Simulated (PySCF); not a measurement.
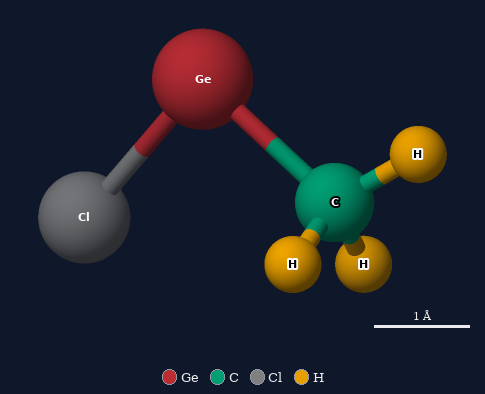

The structure as given in the input (ball-and-stick view, seen at a tilt). Sticks mark near contacts. Bond lengths as drawn: Cl–Ge 2.21 Å, C–Ge 1.99 Å and C–H 1.10 Å.

# CH3ClGe: core-level calculation

- system: CH3ClGe
- method: delta-SCF UKS SCAN, pcX-2 on the ionised atom, pcseg-1 elsewhere, spin-free X2C (PySCF 2.14.0)

The input
```
{"job": {"kind": "xps", "holes": 5}, "charge": 0, "multiplicity": 1}
Ge     1.154637     0.229416    -0.972799
C      0.011169    -0.249874     0.578751
Cl    -0.488294     0.939076    -2.265473
H     -0.881506    -0.810160     0.258724
H      0.568288    -0.827505     1.332500
H     -0.343147     0.686958     1.045020
```

The first line tells a small driver script what to run in PySCF; the rest is the geometry in Å.

Run as:
```bash
OMP_NUM_THREADS=1 python <driver script> task.json out
```

Log
```
ground state, core basis on atom 1 (C), 105 functions
  cycle   1  E = -2595.31705540  |g| = 4.92e-01
  cycle   2  E = -2595.13114664  |g| = 8.88e-01
  cycle   3  E = -2595.38263557  |g| = 1.21e-01
  cycle   4  E = -2595.38724158  |g| = 5.48e-02
  cycle   5  E = -2595.38816848  |g| = 9.28e-03
  cycle   6  E = -2595.38820664  |g| = 2.63e-03
  cycle   7  E = -2595.38820677  |g| = 5.58e-04
  cycle   8  E = -2595.38820582  |g| = 1.43e-04
  E(ground) = -2595.52614568 Eh
hole in C 1s of atom 1
  cycle   1  E = -2584.14570453  |g| = 1.51e+00
  cycle   2  E = -2583.42059835  |g| = 1.82e+00
  cycle   3  E = -2584.64847455  |g| = 3.70e-01
  cycle   4  E = -2584.61647780  |g| = 3.79e-01
  cycle   5  E = -2584.72158584  |g| = 6.03e-02
  cycle   6  E = -2584.72371516  |g| = 1.33e-02
  cycle   7  E = -2584.72382570  |g| = 4.46e-03
  cycle   8  E = -2584.72384273  |g| = 1.22e-03
  cycle   9  E = -2584.72384552  |g| = 5.83e-04
  cycle  10  E = -2584.72384578  |g| = 1.60e-04
  E(ion) = -2584.86085845 Eh   <S^2> = 0.7689   hole on atom = 1.000   binding energy = 290.217 eV
ground state, core basis on atom 2 (Cl), 116 functions
  cycle   1  E = -2595.57312553  |g| = 4.85e-01
  cycle   2  E = -2595.57329204  |g| = 4.28e-02
  cycle   3  E = -2595.57327561  |g| = 3.05e-02
  cycle   4  E = -2595.57344227  |g| = 8.25e-03
  cycle   5  E = -2595.57345602  |g| = 2.69e-03
  cycle   6  E = -2595.57346086  |g| = 3.99e-04
  E(ground) = -2595.69399199 Eh
hole in Cl 2p of atom 2
  cycle   1  E = -2587.52489747  |g| = 1.71e+00
  cycle   2  E = -2587.57223171  |g| = 1.23e+00
  cycle   3  E = -2587.97537045  |g| = 2.04e-01
  cycle   4  E = -2587.99183723  |g| = 1.28e-01
  cycle   5  E = -2588.00153316  |g| = 4.25e-02
  cycle   6  E = -2588.00259088  |g| = 9.66e-03
  cycle   7  E = -2588.00265759  |g| = 1.99e-03
  cycle   8  E = -2588.00266079  |g| = 4.16e-04
  E(ion) = -2588.13266358 Eh   <S^2> = 0.7523   hole on atom = 1.001   binding energy = 205.754 eV
  2p3/2 = 205.181 eV   2p1/2 = 206.834 eV
```

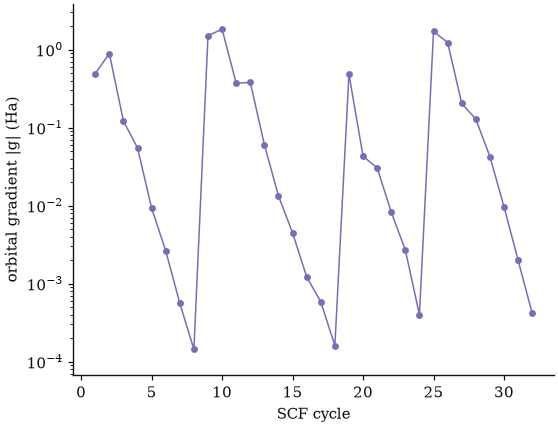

Convergence of the self-consistent field: orbital gradient |g| against the SCF cycle. All cycles printed in the log are drawn one after another.

Results in brief

```tsv
quantity	value
outcome	converged
hardware	1 CPU thread, shared host
wall time	14 s
peak memory	0.46 GiB
```
